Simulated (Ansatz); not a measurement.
**Geometry relaxation of CH7FGe (part 1 of 2)**

- system: CH7FGe
- method: RKS B3LYP/def2-SVP (Ansatz 0.2.0)

The input holds or restrains some coordinates. Forces given for the steps count only the free coordinates. It belongs to a series of runs on one base structure; here: pulled along the bonds that form and break, towards end B. Figures and captions count atoms from 1; the log counts them from 0 in places.

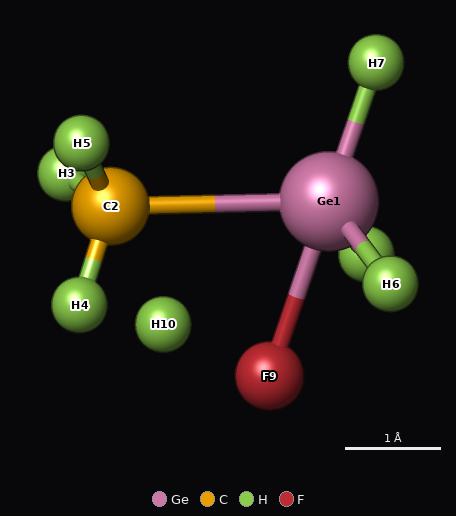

**Figure 1.** The input geometry (ball-and-stick view, seen at a tilt; atoms are numbered from 1 in the order of the input). Sticks mark near contacts. Bond lengths as drawn: C–Ge 2.31 Å, C–H 1.11 Å, F–Ge 1.98 Å and Ge–H 1.55 Å.

## Results in brief

- outcome: converged under the restraints of the input
- total energy: −60378.1561 eV
- mean-field energy: −60378.1561 eV
- largest force (length of the vector) at the end, held atoms and coordinates included: 1.375 eV/Å
- hardware: 2 threads of Arm Neoverse V2, 24 GiB of memory available, shared host
- wall time: 35 s (CPU time 67 s)
- peak memory: 0.2 GiB

## The input
```yaml
crystal:
  periodic: [false, false, false]
  atoms:
    - { symbol: Ge, position_ang: [0.0, 0.0, 0.0] }
    - { symbol: C, position_ang: [0.0, 0.0, 2.31] }
    - { symbol: H, position_ang: [-0.9996, -0.3092, 2.6805] }
    - { symbol: H, position_ang: [0.7676, -0.7111, 2.6805] }
    - { symbol: H, position_ang: [0.232, 1.0203, 2.6805] }
    - { symbol: H, position_ang: [1.4616, 0.0, -0.5162] }
    - { symbol: H, position_ang: [-0.73, 1.2648, -0.5162] }
    - { symbol: H, position_ang: [-0.73, -1.2648, -0.5162] }
    - { symbol: F, position_ang: [0.7368, -1.7285, 0.6243] }
    - { symbol: H, position_ang: [0.5078, -1.1914, 1.75] }
basis:
  gaussian: { orbitals: def2-SVP }
hamiltonian:
  xc: b3lyp
relax:
  f_tol: 0.15
  max_steps: 25
  restrain:
    - { distance: [0, 8], at: 1.68, k: 30.0 }
    - { distance: [9, 1], at: 1.11, k: 30.0 }
    - { distance: [0, 1], at: 3.16, k: 30.0 }
    - { distance: [9, 8], at: 2.12, k: 30.0 }
```

Launched with:
```bash
ansatz run input.yaml --threads 2 --pin off --max-ram 3072MiB --backend cpu --events-out ev --progress --plain --runs-dir out
```

## What the program printed
```
The last accepted step is kept in [file] (removed where the run ends without a failure and the disk answers)
Engine: ansatz 0.2.0, aarch64-unknown-linux-gnu
Functional definition: B3LYP
  parameter a0 = 0.2
  parameter ax = 0.72
  parameter ac = 0.81
  exchange = (1 - a0 - ax)*slater_x + ax*b88_x + a0*exact_x
  correlation = (1 - ac)*vwn_rpa_c + ac*lyp_c
1034 factors; integrals over basis functions are off by at most 3.1e-4 eV
mean field evaluation 1: about -60369.1460 eV, gradient 5.0e1 eV
mean field evaluation 2: about -60364.6990 eV, gradient 6.7e1 eV
mean field evaluation 4: about -60374.0791 eV, gradient 3.1e0 eV
mean field evaluation 8: about -60374.1091 eV, gradient 3.7e-2 eV
mean field -60374.10908243 eV, -2218.7075857383 hartree, gradient 5.1e-5 eV, S^2 0.000000; 0 other end points of the search recorded, 0 dependent functions left out
the calculation of the forces begins
reference -60374.10932674 eV, -2218.7075947165 hartree; 27, 27 occupied and 68, 68 virtual orbitals, 1034 factors
relax step   1: F+E_penalty+E_count = -60374.10908243 eV  Δ(F+E_penalty+E_count) = +0.000e0 eV  max|allowed force component| = 4.158e0 eV/Å  E_restraint = 24.43188610 eV  max|allowed force component, restraints' pulls added| = 2.286e1 eV/Å  Δτ_max = 0.0000 Å  (23 SCF iters, accepted)
  distance Ge 0 - F 8 = 1.9800 Å
  distance H 9 - C 1 = 1.4110 Å
  distance Ge 0 - C 1 = 2.3100 Å
  distance H 9 - F 8 = 1.2681 Å
these checks for a lower state are left out or cut short: starts, cluster_reference, orbital_swaps, neighbouring_geometries, increment
1034 factors; integrals over basis functions are off by at most 3.2e-4 eV
mean field evaluation 16: about -60373.1442 eV, gradient 1.3e0 eV
mean field -60373.16515173 eV, -2218.6728969251 hartree, gradient 7.9e-6 eV, S^2 0.000000; 0 other end points of the search recorded, 0 dependent functions left out
[... from here on the field's lines of each further geometry are left out, up to the last ...]
relax step   2: F+E_penalty+E_count = -60373.16515173 eV  Δ(F+E_penalty+E_count) = +9.439e-1 eV  max|allowed force component| = 3.140e0 eV/Å  E_restraint = 10.66548271 eV  max|allowed force component, restraints' pulls added| = 1.544e1 eV/Å  Δτ_max = 0.1949 Å  (33 SCF iters, accepted)
relax step   3: F+E_penalty+E_count = -60372.98750197 eV  Δ(F+E_penalty+E_count) = +1.776e-1 eV  max|allowed force component| = 4.243e0 eV/Å  E_restraint = 2.41631864 eV  max|allowed force component, restraints' pulls added| = 6.417e0 eV/Å  Δτ_max = 0.1948 Å  (33 SCF iters, accepted)
relax step   4: F+E_penalty+E_count = -60374.37800513 eV  Δ(F+E_penalty+E_count) = -1.391e0 eV  max|allowed force component| = 3.286e0 eV/Å  E_restraint = 0.20504580 eV  max|allowed force component, restraints' pulls added| = 3.155e0 eV/Å  Δτ_max = 0.1949 Å  (33 SCF iters, accepted)
relax step   5: F+E_penalty+E_count = -60375.70037484 eV  Δ(F+E_penalty+E_count) = -1.322e0 eV  max|allowed force component| = 1.781e0 eV/Å  E_restraint = 0.08795134 eV  max|allowed force component, restraints' pulls added| = 1.781e0 eV/Å  Δτ_max = 0.1949 Å  (29 SCF iters, accepted)
relax step   6: F+E_penalty+E_count = -60376.69360420 eV  Δ(F+E_penalty+E_count) = -9.932e-1 eV  max|allowed force component| = 1.537e0 eV/Å  E_restraint = 0.06848297 eV  max|allowed force component, restraints' pulls added| = 8.996e-1 eV/Å  Δτ_max = 0.1949 Å  (27 SCF iters, accepted)
relax step   7: F+E_penalty+E_count = -60377.10586683 eV  Δ(F+E_penalty+E_count) = -4.123e-1 eV  max|allowed force component| = 1.563e0 eV/Å  E_restraint = 0.06045363 eV  max|allowed force component, restraints' pulls added| = 9.563e-1 eV/Å  Δτ_max = 0.1999 Å  (26 SCF iters, accepted)
relax step   8: F+E_penalty+E_count = -60377.50783033 eV  Δ(F+E_penalty+E_count) = -4.020e-1 eV  max|allowed force component| = 1.779e0 eV/Å  E_restraint = 0.07196597 eV  max|allowed force component, restraints' pulls added| = 7.657e-1 eV/Å  Δτ_max = 0.1947 Å  (26 SCF iters, accepted)
relax step   9: F+E_penalty+E_count = -60377.74782680 eV  Δ(F+E_penalty+E_count) = -2.400e-1 eV  max|allowed force component| = 1.891e0 eV/Å  E_restraint = 0.06886546 eV  max|allowed force component, restraints' pulls added| = 5.378e-1 eV/Å  Δτ_max = 0.1982 Å  (27 SCF iters, accepted)
relax step  10: F+E_penalty+E_count = -60377.89842520 eV  Δ(F+E_penalty+E_count) = -1.506e-1 eV  max|allowed force component| = 1.829e0 eV/Å  E_restraint = 0.05163872 eV  max|allowed force component, restraints' pulls added| = 3.790e-1 eV/Å  Δτ_max = 0.1999 Å  (25 SCF iters, accepted)
relax step  11: F+E_penalty+E_count = -60377.96600248 eV  Δ(F+E_penalty+E_count) = -6.758e-2 eV  max|allowed force component| = 1.679e0 eV/Å  E_restraint = 0.04317524 eV  max|allowed force component, restraints' pulls added| = 6.342e-1 eV/Å  Δτ_max = 0.1999 Å  (25 SCF iters, accepted)
relax step  12: F+E_penalty+E_count = -60378.03362987 eV  Δ(F+E_penalty+E_count) = -6.763e-2 eV  max|allowed force component| = 1.315e0 eV/Å  E_restraint = 0.03798123 eV  max|allowed force component, restraints' pulls added| = 3.439e-1 eV/Å  Δτ_max = 0.1999 Å  (27 SCF iters, accepted)
relax step  13: F+E_penalty+E_count = -60378.07923824 eV  Δ(F+E_penalty+E_count) = -4.561e-2 eV  max|allowed force component| = 1.325e0 eV/Å  E_restraint = 0.03793421 eV  max|allowed force component, restraints' pulls added| = 2.456e-1 eV/Å  Δτ_max = 0.1970 Å  (26 SCF iters, accepted)
relax step  14: F+E_penalty+E_count = -60378.11711904 eV  Δ(F+E_penalty+E_count) = -3.788e-2 eV  max|allowed force component| = 1.144e0 eV/Å  E_restraint = 0.03136023 eV  max|allowed force component, restraints' pulls added| = 1.475e-1 eV/Å  Δτ_max = 0.2000 Å  (26 SCF iters, accepted)
relax step  15: F+E_penalty+E_count = -60378.13710661 eV  Δ(F+E_penalty+E_count) = -1.999e-2 eV  max|allowed force component| = 1.104e0 eV/Å  E_restraint = 0.02685572 eV  max|allowed force component, restraints' pulls added| = 5.936e-1 eV/Å  Δτ_max = 0.1943 Å  (25 SCF iters, accepted)
the calculation of the forces begins
reference -60378.15608876 eV, -2218.8563104779 hartree; 27, 27 occupied and 68, 68 virtual orbitals, 1034 factors
relax step  16: F+E_penalty+E_count = -60378.15584788 eV  Δ(F+E_penalty+E_count) = -1.874e-2 eV  max|allowed force component| = 1.066e0 eV/Å  E_restraint = 0.02744328 eV  max|allowed force component, restraints' pulls added| = 4.113e-2 eV/Å  Δτ_max = 0.1334 Å  (27 SCF iters, accepted)
  distance Ge 0 - F 8 = 1.7189 Å
  distance H 9 - C 1 = 1.1028 Å
  distance Ge 0 - C 1 = 3.1758 Å
  distance H 9 - F 8 = 2.1242 Å
1034 factors; integrals over basis functions are off by at most 7.0e-4 eV
mean field evaluation 128: about -60378.1385 eV, gradient 2.1e0 eV
```

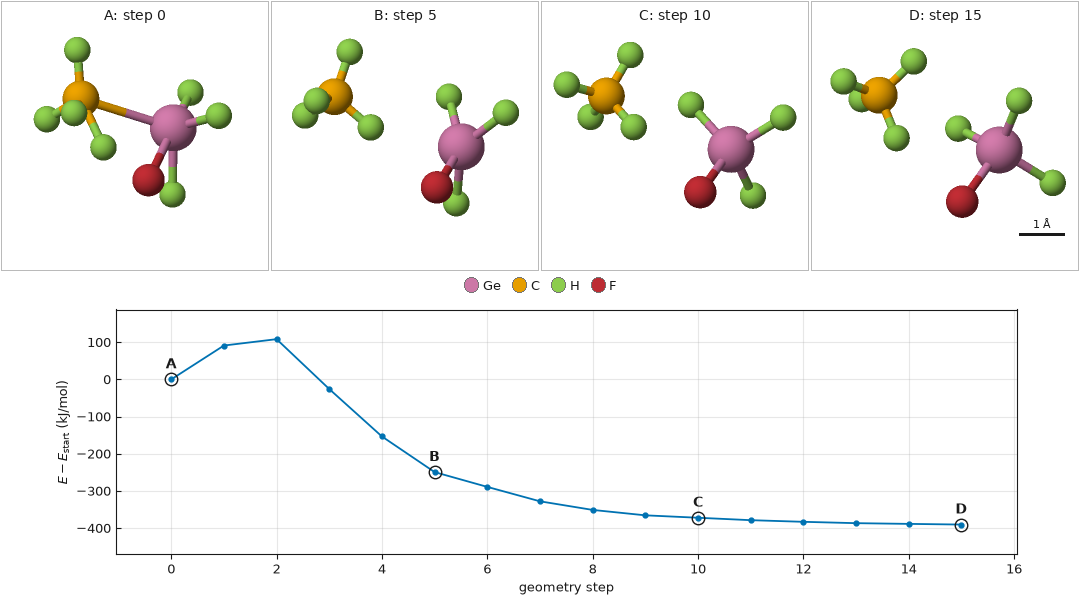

**Figure 2.** Frames of the restrained relaxation (ball-and-stick view, seen at a tilt) above the curves, on which the letters mark them (the first geometry is step 0 here and step 1 in the log).

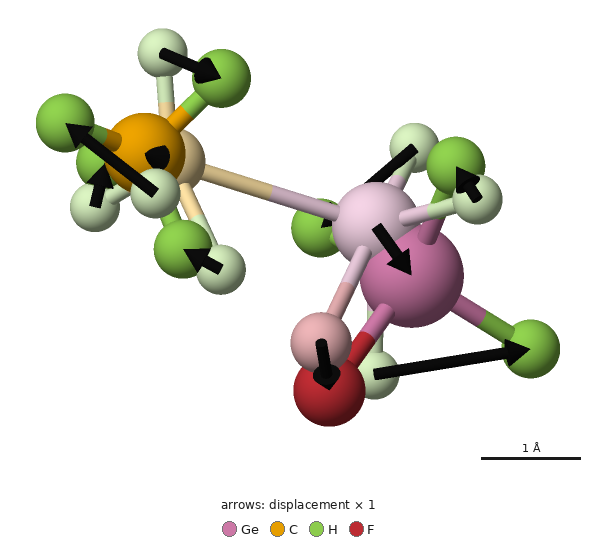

**Figure 3.** Start (faint) and end (solid) with the displacements as black arrows, at true length (ball-and-stick view, seen at a tilt). The two geometries are laid on each other by the best rigid fit. The atom that moves furthest after the best rigid fit is H8 (1.63 Å). By element the largest moves are H 1.63 Å, F 0.72 Å, Ge 0.62 Å, C 0.45 Å. Distances before and after: Ge1–C2 2.310 → 3.176 Å, C2–H10 1.411 → 1.103 Å, Ge1–F9 1.980 → 1.719 Å, Ge1–H7 1.549 → 1.534 Å. Among the angles that change: H7–Ge1–F9 173.4° → 108.5°, H4–C2–H10 48.9° → 109.2°, H8–Ge1–F9 64.4° → 105.1°. After 15 geometry steps the energy has fallen by 390.5 kJ/mol. Largest force component: 4.2 eV/Å at the start, 1.1 eV/Å at the end. (Atoms are counted from 1 in the order of the input.)

```
mean field -60378.15584788 eV, -2218.8563016256 hartree, gradient 8.1e-6 eV, S^2 0.000000; 1 other end points of the search recorded, 0 dependent functions left out
the calculation of the forces begins
reference -60378.15608876 eV, -2218.8563104779 hartree; 27, 27 occupied and 68, 68 virtual orbitals, 1034 factors
Total energy: -60378.15608876 eV, -2218.8563104779 hartree
Atom 0 at    -0.061666    -0.453438    -0.457210 Å, force    -0.328153     0.946279    -0.942316 eV/Å
Atom 1 at     0.295101    -0.059373     2.673794 Å, force     0.107541    -0.081754     0.338192 eV/Å
Atom 2 at    -0.797052     0.029976     2.755394 Å, force    -0.003068    -0.013788     0.024395 eV/Å
Atom 3 at     0.729681    -0.085238     3.683875 Å, force    -0.006532     0.001484     0.013128 eV/Å
Atom 4 at     0.691643     0.818611     2.145623 Å, force     0.020955    -0.012388     0.005426 eV/Å
Atom 5 at     1.166868     0.461321    -0.340023 Å, force     0.002592     0.006119     0.004768 eV/Å
Atom 6 at    -1.309939     0.102994     0.240513 Å, force    -0.006982    -0.004904     0.001372 eV/Å
Atom 7 at    -0.364506    -0.784116    -1.933077 Å, force     0.008299    -0.005589    -0.003489 eV/Å
Atom 8 at     0.340926    -1.960218     0.265320 Å, force     0.257291    -1.065592     0.366583 eV/Å
Atom 9 at     0.555144    -0.990419     2.142990 Å, force    -0.051942     0.230133     0.191941 eV/Å
Dipole moment:    -0.087338     0.338493    -0.123472 e Å
```

## Trajectory as extended XYZ (Å, eV, eV/Å), 16 frames, from step=1 to step=16
```
10
Properties=species:S:1:pos:R:3:forces:R:3 step=1 energy=-60374.10908
Ge    0.0000    0.0000    0.0000   -0.1468   0.0251  -0.2017
C     0.0000    0.0000    2.3100   -1.5856   0.8721  -1.5115
H    -0.9996   -0.3092    2.6805    0.4180   0.0419  -0.0542
H     0.7676   -0.7111    2.6805    0.5642   0.3035   1.4913
H     0.2320    1.0203    2.6805    0.4143  -0.5834  -0.1024
H     1.4616    0.0000   -0.5162   -0.1176   0.8559  -0.1247
H    -0.7300    1.2648   -0.5162   -0.1514   0.4736   0.4718
H    -0.7300   -1.2648   -0.5162   -1.1470   0.9189  -0.6793
F     0.7368   -1.7285    0.6243    1.2613  -1.8656   4.1580
H     0.5078   -1.1914    1.7500    0.4907  -1.0419  -3.4473
```
